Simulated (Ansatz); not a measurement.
**Geometry relaxation of AlSbH3F (charge +1)**

AlSbH3F, charge +1, multiplicity 2, computed with HF/3-21G, UHF (Ansatz 0.2.0).

The starting geometry was optimised with HF/3-21G. Figures and captions count atoms from 1; the log counts them from 0 in places.

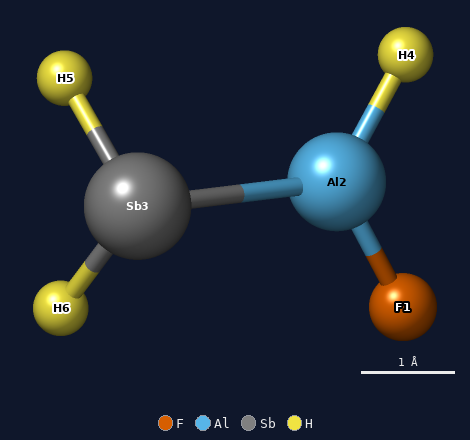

Fig. 1: The input geometry (ball-and-stick view, seen at a tilt; atoms are numbered from 1 in the order of the input). Sticks mark near contacts. Bond lengths as drawn: Al–F 1.66 Å, Al–H 1.59 Å, Al–Sb 2.68 Å and H–Sb 1.72 Å.

### The input
```yaml
crystal:
  periodic: [false, false, false]
  atoms:
    - symbol: F
      position_ang: [-1.230223, -1.700864, 1.229948]
    - symbol: Al
      position_ang: [-0.375516, -1.103759, -0.064664]
    - symbol: Sb
      position_ang: [1.241686, 1.008325, 0.273009]
    - symbol: H
      position_ang: [-0.518236, -1.933100, -1.414287]
    - symbol: H
      position_ang: [0.813960, 1.717697, -1.236400]
    - symbol: H
      position_ang: [0.110430, 1.947900, 1.166194]
basis:
  gaussian: {orbitals: 3-21G.json}
total_charge: 1
magnetization: {spin_polarized: true, initial_magnetization: 1}
hamiltonian: {xc: hf}
relax: {}
```

Hardware: 1 thread of Arm Neoverse V2, 24 GiB of memory available, shared host.

Launch command:
```bash
ansatz run job.yaml --threads 1 --pin off --max-ram 3480MiB --events-out events.jsonl --progress --plain --runs-dir runs
```

### What the program printed
```
The last accepted step is kept in runs//last_step.txt (removed where the run ends without a failure and the disk answers)
Functional definition: HF
  name "HF"
  exchange = exact_x
  correlation = 0
748 factors; integrals over basis functions are off by at most 2.9e-4 eV
mean field evaluation 1: about -180327.4127 eV, gradient 3.9e1 eV
mean field evaluation 2: about -180327.4202 eV, gradient 3.9e1 eV
mean field evaluation 4: about -180332.6282 eV, gradient 1.9e0 eV
mean field evaluation 8: about -180332.6980 eV, gradient 1.0e-1 eV
mean field evaluation 16: about -180328.7279 eV, gradient 1.1e0 eV
mean field -180332.69841020 eV, -6627.1044326817 hartree, gradient 2.3e-5 eV, S^2 0.763256; 0 other end points of the search recorded, 0 dependent functions left out
the calculation of the forces begins
reference -180332.69841020 eV, -6627.1044326817 hartree; 38, 37 occupied and 23, 24 virtual orbitals, 748 factors
relax step   1: F+E_penalty+E_count = -180332.69841020 eV  Δ(F+E_penalty+E_count) = +0.000e0 eV  max|allowed force component| = 2.179e0 eV/Å  Δτ_max = 0.0000 Å  (57 SCF iters, accepted)
these checks for a lower state are left out or cut short: starts, cluster_reference, orbital_swaps, neighbouring_geometries, increment
748 factors; integrals over basis functions are off by at most 3.2e-4 eV
mean field evaluation 32: about -180333.0946 eV, gradient 1.0e0 eV
mean field -180333.12495487 eV, -6627.1201079092 hartree, gradient 8.6e-5 eV, S^2 0.757802; 0 other end points of the search recorded, 0 dependent functions left out
the calculation of the forces begins
reference -180333.12495487 eV, -6627.1201079092 hartree; 38, 37 occupied and 23, 24 virtual orbitals, 748 factors
relax step   2: F+E_penalty+E_count = -180333.12495487 eV  Δ(F+E_penalty+E_count) = -4.265e-1 eV  max|allowed force component| = 7.753e-1 eV/Å  Δτ_max = 0.1947 Å  (29 SCF iters, accepted)
these checks for a lower state are left out or cut short: starts, cluster_reference, orbital_swaps, neighbouring_geometries, increment
748 factors; integrals over basis functions are off by at most 3.0e-4 eV
mean field -180333.25698034 eV, -6627.1249597558 hartree, gradient 3.0e-5 eV, S^2 0.758802; 0 other end points of the search recorded, 0 dependent functions left out
the calculation of the forces begins
reference -180333.25698034 eV, -6627.1249597558 hartree; 38, 37 occupied and 23, 24 virtual orbitals, 748 factors
relax step   3: F+E_penalty+E_count = -180333.25698034 eV  Δ(F+E_penalty+E_count) = -1.320e-1 eV  max|allowed force component| = 1.038e0 eV/Å  Δτ_max = 0.1530 Å  (32 SCF iters, accepted)
these checks for a lower state are left out or cut short: starts, cluster_reference, orbital_swaps, neighbouring_geometries, increment
748 factors; integrals over basis functions are off by at most 3.1e-4 eV
mean field -180333.35641499 eV, -6627.1286139118 hartree, gradient 3.4e-5 eV, S^2 0.761258; 0 other end points of the search recorded, 0 dependent functions left out
the calculation of the forces begins
reference -180333.35641499 eV, -6627.1286139118 hartree; 38, 37 occupied and 23, 24 virtual orbitals, 748 factors
relax step   4: F+E_penalty+E_count = -180333.35641499 eV  Δ(F+E_penalty+E_count) = -9.943e-2 eV  max|allowed force component| = 2.412e-1 eV/Å  Δτ_max = 0.2000 Å  (33 SCF iters, accepted)
these checks for a lower state are left out or cut short: starts, cluster_reference, orbital_swaps, neighbouring_geometries, increment
748 factors; integrals over basis functions are off by at most 3.2e-4 eV
mean field -180333.36161166 eV, -6627.1288048856 hartree, gradient 1.9e-5 eV, S^2 0.761799; 0 other end points of the search recorded, 0 dependent functions left out
the calculation of the forces begins
reference -180333.36161166 eV, -6627.1288048856 hartree; 38, 37 occupied and 23, 24 virtual orbitals, 748 factors
relax step   5: F+E_penalty+E_count = -180333.36161166 eV  Δ(F+E_penalty+E_count) = -5.197e-3 eV  max|allowed force component| = 2.175e-1 eV/Å  Δτ_max = 0.0600 Å  (34 SCF iters, accepted)
these checks for a lower state are left out or cut short: starts, cluster_reference, orbital_swaps, neighbouring_geometries, increment
748 factors; integrals over basis functions are off by at most 3.4e-4 eV
mean field -180333.36447068 eV, -6627.1289099528 hartree, gradient 2.3e-5 eV, S^2 0.762761; 0 other end points of the search recorded, 0 dependent functions left out
the calculation of the forces begins
reference -180333.36447068 eV, -6627.1289099528 hartree; 38, 37 occupied and 23, 24 virtual orbitals, 748 factors
relax step   6: F+E_penalty+E_count = -180333.36447068 eV  Δ(F+E_penalty+E_count) = -2.859e-3 eV  max|allowed force component| = 2.592e-2 eV/Å  Δτ_max = 0.0631 Å  (30 SCF iters, accepted)
these checks for a lower state are left out or cut short: starts, cluster_reference, orbital_swaps, neighbouring_geometries, increment
748 factors; integrals over basis functions are off by at most 3.3e-4 eV
mean field evaluation 64: about -180333.3648 eV, gradient 3.6e-2 eV
mean field -180333.36486911 eV, -6627.1289245947 hartree, gradient 6.2e-5 eV, S^2 0.761990; 0 other end points of the search recorded, 0 dependent functions left out
the calculation of the forces begins
reference -180333.36486911 eV, -6627.1289245947 hartree; 38, 37 occupied and 23, 24 virtual orbitals, 748 factors
relax step   7: F+E_penalty+E_count = -180333.36486911 eV  Δ(F+E_penalty+E_count) = -3.984e-4 eV  max|allowed force component| = 1.117e-2 eV/Å  Δτ_max = 0.0538 Å  (28 SCF iters, accepted)
these checks for a lower state are left out or cut short: starts, cluster_reference, orbital_swaps, neighbouring_geometries, increment
748 factors; integrals over basis functions are off by at most 3.3e-4 eV
mean field -180333.36498274 eV, -6627.1289287706 hartree, gradient 2.4e-5 eV, S^2 0.762256; 0 other end points of the search recorded, 0 dependent functions left out
the calculation of the forces begins
reference -180333.36498274 eV, -6627.1289287706 hartree; 38, 37 occupied and 23, 24 virtual orbitals, 748 factors
relax step   8: F+E_penalty+E_count = -180333.36498274 eV  Δ(F+E_penalty+E_count) = -1.136e-4 eV  max|allowed force component| = 1.407e-3 eV/Å  Δτ_max = 0.0125 Å  (27 SCF iters, accepted)
```

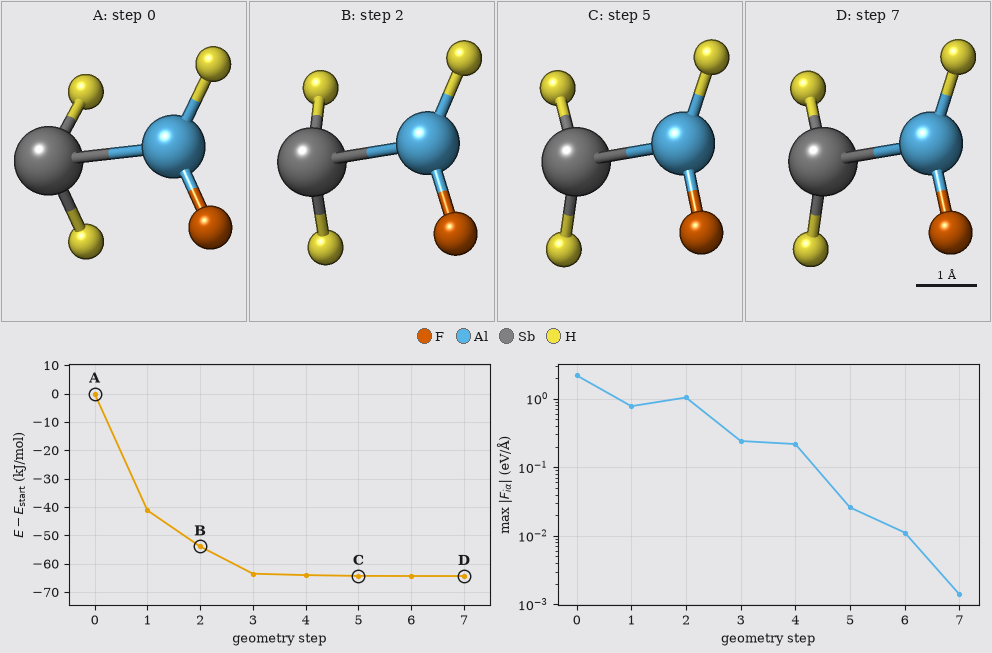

Fig. 2: Frames of the relaxation (ball-and-stick view, seen at a tilt) above the curves, on which the letters mark them (the first geometry is step 0 here and step 1 in the log).

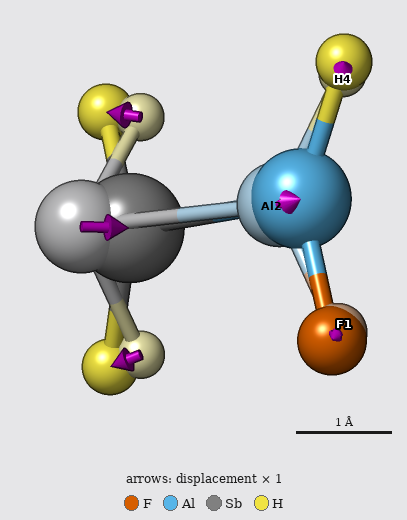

Fig. 3: Start (faint) and end (solid) with the displacements as pink arrows, at true length (ball-and-stick view, seen at a tilt). The two geometries are laid on each other by the best rigid fit. The largest move after the best rigid fit is that of Sb3, 0.53 Å. Largest moves by element: Sb 0.53 Å, H 0.41 Å, Al 0.33 Å, F 0.13 Å. Among the contacts that change: Al2–Sb3 2.681 → 2.760 Å, Sb3–H5 1.722 → 1.687 Å, Al2–H4 1.590 → 1.558 Å, F1–Al2 1.662 → 1.637 Å. Among the angles that change: Al2–Sb3–H5 93.7° → 121.4°, Al2–Sb3–H6 95.7° → 122.5°, F1–Al2–H4 115.3° → 134.4°. The energy falls by 64.3 kJ/mol in 7 geometry steps. The largest force component goes from 2.2 to 0.0014 eV/Å. (Atoms are counted from 1 in the order of the input.)

```
748 factors; integrals over basis functions are off by at most 3.3e-4 eV
mean field -180333.36498274 eV, -6627.1289287706 hartree, gradient 2.4e-5 eV, S^2 0.762256; 1 other end points of the search recorded, 0 dependent functions left out
the calculation of the forces begins
reference -180333.36498274 eV, -6627.1289287706 hartree; 38, 37 occupied and 23, 24 virtual orbitals, 748 factors
Total energy: -180333.36498274 eV, -6627.1289287706 hartree
Atom 0 at    -1.176559    -1.745807     1.346262 Å, force     0.000892    -0.000924    -0.000194 eV/Å
Atom 1 at    -0.529639    -1.387669    -0.113873 Å, force    -0.001407     0.000883    -0.000029 eV/Å
Atom 2 at     0.729442     1.058084     0.116502 Å, force     0.000490    -0.000719     0.000294 eV/Å
Atom 3 at    -0.466297    -2.120113    -1.487098 Å, force     0.000305     0.000624     0.000473 eV/Å
Atom 4 at     1.132277     1.970628    -1.243867 Å, force     0.000141    -0.000251     0.000233 eV/Å
Atom 5 at     0.352877     2.161076     1.335874 Å, force    -0.000421     0.000387    -0.000777 eV/Å
Dipole moment:     0.120296    -0.028523    -0.524502 e Å
```

### Trajectory as extended XYZ (Å, eV, eV/Å), 8 frames, from step=1 to step=8
```
6
Properties=species:S:1:pos:R:3:forces:R:3 step=1 energy=-180332.69841
F    -1.2302   -1.7009    1.2299    0.5005   0.7210  -0.2508
Al   -0.3755   -1.1038   -0.0647   -0.7941  -2.1790   0.2446
Sb    1.2417    1.0083    0.2730   -1.1252   0.6687  -0.3416
H    -0.5182   -1.9331   -1.4143    0.2479   0.5764   0.0108
H     0.8140    1.7177   -1.2364    0.5847   0.1014   0.2072
H     0.1104    1.9479    1.1662    0.5862   0.1115   0.1297
6
Properties=species:S:1:pos:R:3:forces:R:3 step=2 energy=-180333.12496
F    -1.2474   -1.6602    1.2954    0.6913   0.2865  -0.7102
Al   -0.3613   -1.2979   -0.0702   -0.7574  -0.4805   0.7753
Sb    1.1048    1.0402    0.2379   -0.5223  -0.3801  -0.1512
H    -0.5183   -1.9473   -1.4843    0.1976   0.0574  -0.0066
H     0.8983    1.7827   -1.2623    0.2531   0.2517  -0.1030
H     0.1660    2.0187    1.2373    0.1377   0.2651   0.1956
6
Properties=species:S:1:pos:R:3:forces:R:3 step=3 energy=-180333.25698
F    -1.2107   -1.7088    1.3474    0.6861   0.2282  -1.0222
Al   -0.4165   -1.3674   -0.0859   -0.7236  -0.1859   1.0381
Sb    0.9823    1.0226    0.2104   -0.4243   0.1701  -0.2709
H    -0.5292   -1.9930   -1.5102    0.1106  -0.0394   0.0145
H     1.0185    1.8768   -1.2725    0.1390  -0.1024   0.2963
H     0.1976    2.1060    1.2646    0.2124  -0.0705  -0.0558
6
Properties=species:S:1:pos:R:3:forces:R:3 step=4 energy=-180333.35641
F    -1.2215   -1.7497    1.3376    0.1872   0.0867  -0.2412
Al   -0.4961   -1.3832   -0.0928   -0.2133  -0.0735   0.1852
Sb    0.8011    1.0457    0.1290   -0.0800   0.1267   0.0493
H    -0.4607   -2.0865   -1.4837    0.0354  -0.0155   0.0219
H     1.0827    1.9614   -1.2681    0.0015  -0.0481   0.0947
H     0.3366    2.1485    1.3318    0.0692  -0.0763  -0.1098
6
Properties=species:S:1:pos:R:3:forces:R:3 step=5 energy=-180333.36161
F    -1.1718   -1.7374    1.3406    0.0089   0.0192  -0.1070
Al   -0.5425   -1.3798   -0.1308    0.0065  -0.0355   0.2175
Sb    0.7443    1.0475    0.1331   -0.0249   0.1304  -0.0034
H    -0.4589   -2.1348   -1.4865   -0.0167   0.0001  -0.0684
H     1.1104    1.9641   -1.2366    0.0181  -0.0190  -0.0017
H     0.3605    2.1767    1.3341    0.0081  -0.0953  -0.0371
6
Properties=species:S:1:pos:R:3:forces:R:3 step=6 energy=-180333.36447
F    -1.1503   -1.7637    1.3560    0.0058   0.0057  -0.0021
Al   -0.5307   -1.3898   -0.1121   -0.0153   0.0056   0.0050
Sb    0.7081    1.0652    0.1103    0.0117  -0.0029   0.0259
H    -0.4902   -2.1099   -1.4915    0.0062  -0.0090  -0.0130
H     1.1734    1.9649   -1.2383   -0.0128   0.0019   0.0047
H     0.3317    2.1695    1.3294    0.0043  -0.0012  -0.0206
6
Properties=species:S:1:pos:R:3:forces:R:3 step=7 energy=-180333.36487
F    -1.1822   -1.7400    1.3442   -0.0030  -0.0033   0.0022
Al   -0.5295   -1.3863   -0.1143    0.0097   0.0061   0.0052
Sb    0.7412    1.0545    0.1188   -0.0112   0.0020  -0.0039
H    -0.4616   -2.1210   -1.4857   -0.0030  -0.0029  -0.0056
H     1.1206    1.9723   -1.2450    0.0052  -0.0017  -0.0007
H     0.3537    2.1568    1.3357    0.0022  -0.0002   0.0029
6
Properties=species:S:1:pos:R:3:forces:R:3 step=8 energy=-180333.36498
F    -1.1766   -1.7458    1.3463    0.0009  -0.0009  -0.0002
Al   -0.5296   -1.3877   -0.1139   -0.0014   0.0009   0.0000
Sb    0.7294    1.0581    0.1165    0.0005  -0.0007   0.0003
H    -0.4663   -2.1201   -1.4871    0.0003   0.0006   0.0005
H     1.1323    1.9706   -1.2439    0.0001  -0.0003   0.0002
H     0.3529    2.1611    1.3359   -0.0004   0.0004  -0.0008
```

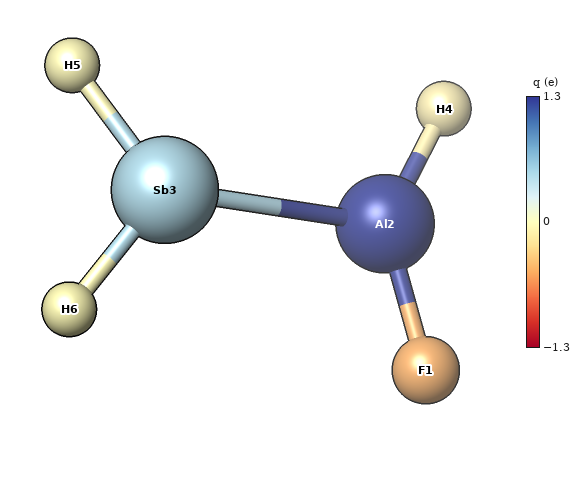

Fig. 4: Mulliken charges, as the colour of each atom (ball-and-stick view, seen at a tilt; atoms are numbered from 1 in the order of the input; Mulliken charges depend strongly on the basis). By element: F −0.51, Al +1.26, Sb +0.47 and H −0.13 to −0.04 e.

### Results in brief

```csv
quantity,value
outcome,converged
total energy,−6627.128929 hartree
basis functions,61
largest force,0.002 eV/Å
⟨S²⟩,0.762
SCF solution under orbital rotations,stable
wall time,15 s
peak memory,0.18 GiB
```
